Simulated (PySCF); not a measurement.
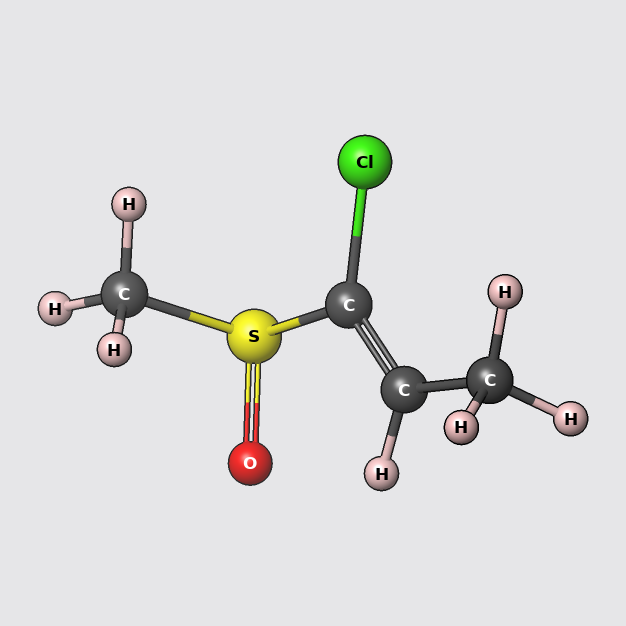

Rendered structure (ball-and-stick style). Double and triple bonds are drawn as two and three sticks.

Question: Give the formula.

Answer: C4H7ClOS, 14 atoms: 4 carbon, 7 hydrogen, 1 chlorine, 1 oxygen and 1 sulfur.

Question: What is the point group of this geometry?

Answer: C1.

The parts below concern this one geometry. Atoms keep their numbers from picture to picture. The geometry was computed by an optimisation with PBE0-D3(BJ)/def2-SVP. No frequency run is at hand to confirm it as a minimum.

### Shape

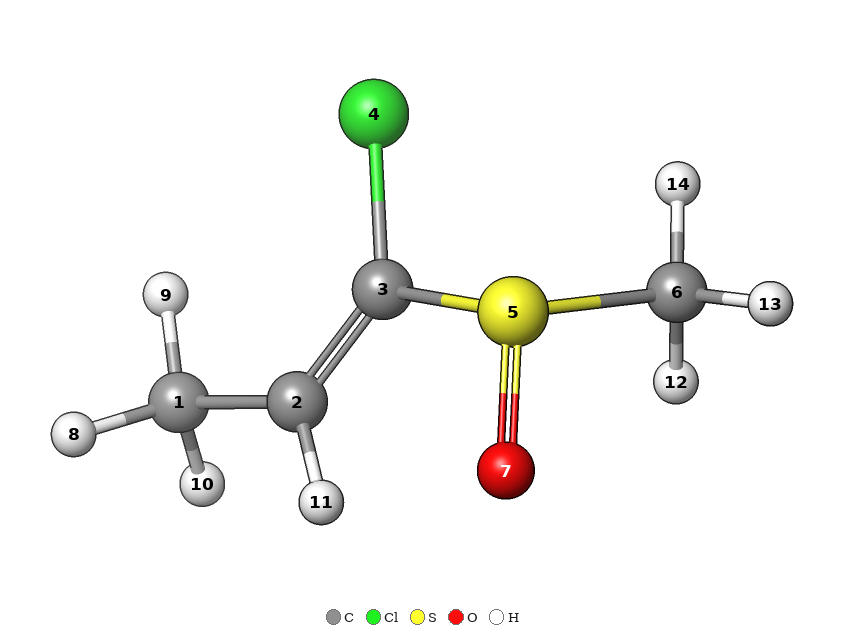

Atoms carry their numbers in the input. No frequency run is at hand to confirm it as a minimum.

List the bonds and their lengths.

```
  bond  length (Å)   order
 C1–C2       1.486  single
 C1–H8       1.102  single
 C1–H9       1.098  single
C1–H10       1.102  single
 C2–C3       1.332  double
C2–H11       1.099  single
C3–Cl4       1.727  single
 C3–S5       1.815  single
 S5–C6       1.817  single
 S5–O7       1.500  double
C6–H12       1.099  single
C6–H13       1.098  single
C6–H14       1.098  single
```

### NMR shielding

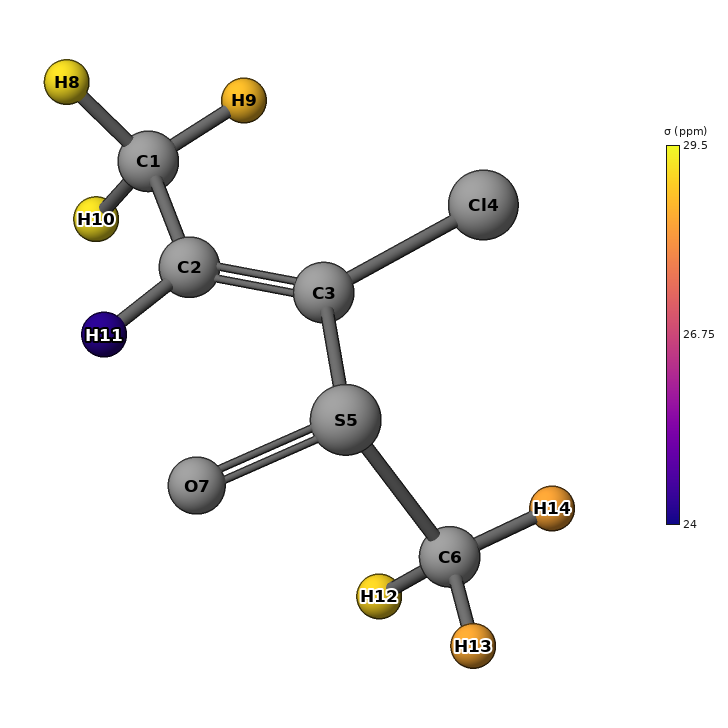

Atoms are coloured by their isotropic NMR shieldings (H only, the others grey). No frequency run is at hand to confirm it as a minimum. Method: GIAO PBE0/pcSseg-1 NMR shielding, non-relativistic, IEF-PCM tetrahydrofuran (PySCF 2.14.0).

List the isotropic NMR shieldings of the H atoms.

```csv
atom,σ (ppm)
H8,29.16
H9,28.73
H10,29.21
H11,24.29
H12,29.04
H13,28.43
H14,28.37
```

### Polarisability

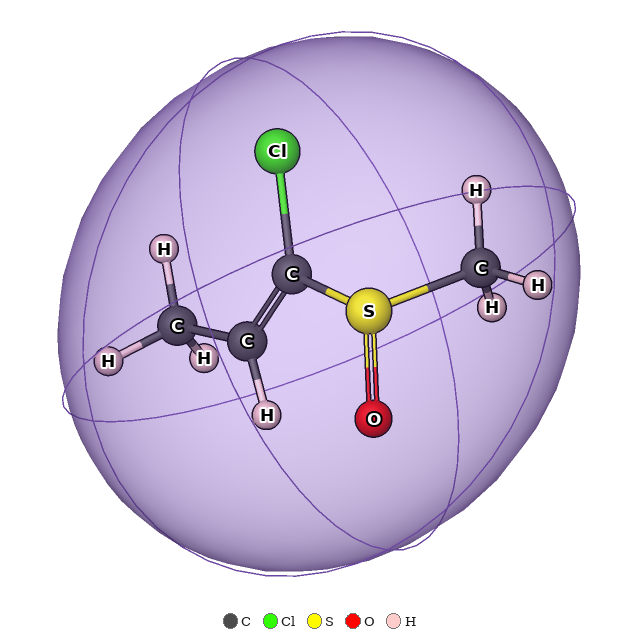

The ellipsoid shows the static dipole polarisability: its half-axes are proportional to the principal values. No frequency run is at hand to confirm it as a minimum. Level of theory: CAM-B3LYP/def2-SVPD in benzene (IEF-PCM) (PySCF 2.14.0).

Question: How large and how anisotropic is the polarisability?

Answer: Principal values 78.2, 106.9, 122.5 bohr³; mean 102.5 bohr³ (15.20 Å³); anisotropy 38.9 bohr³, so the longest axis is 1.57 times the shortest.

### Excitation

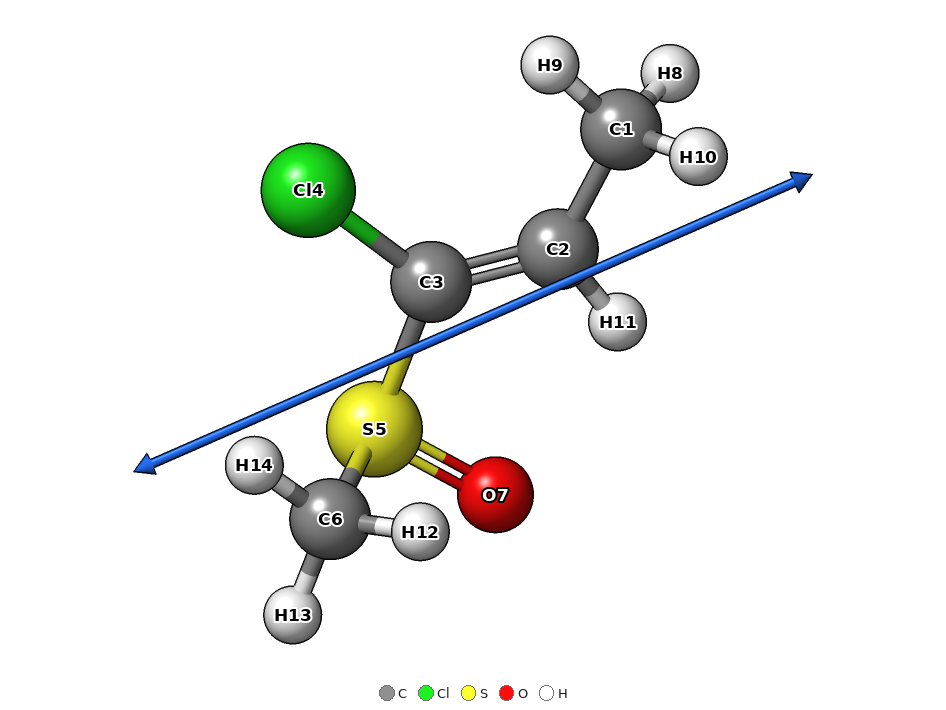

The double arrow shows the direction of the transition dipole to excited singlet state 4 (its length means nothing). No frequency run is at hand to confirm it as a minimum. Properties computed with TDDFT CAM-B3LYP/def2-SVPD, vertical, IEF-PCM tetrahydrofuran (non-equilibrium linear response), core orbitals frozen in the response (PySCF 2.14.0).

Question: How is the transition polarised?

Answer: Nearly parallel to the C2–C3 bond.

Question: Give its energy, strength and character.

Answer: 6.68 eV (186 nm), oscillator strength 0.27, mainly HOMO−1 → LUMO (weight 0.66); transition dipole 3.28 D.

### Charges

The questions are on IAO charges. No frequency run is at hand to confirm it as a minimum. Level of theory: PBE0/pcSseg-1 in benzene (IEF-PCM) (PySCF 2.14.0).

Give the IAO charges atom by atom.

```tsv
atom	value (e)
C1	−0.42
C2	−0.13
C3	−0.24
Cl4	−0.02
S5	1.10
C6	−0.57
O7	−0.90
H8	0.16
H9	0.15
H10	0.16
H11	0.18
H12	0.17
H13	0.17
H14	0.17
```
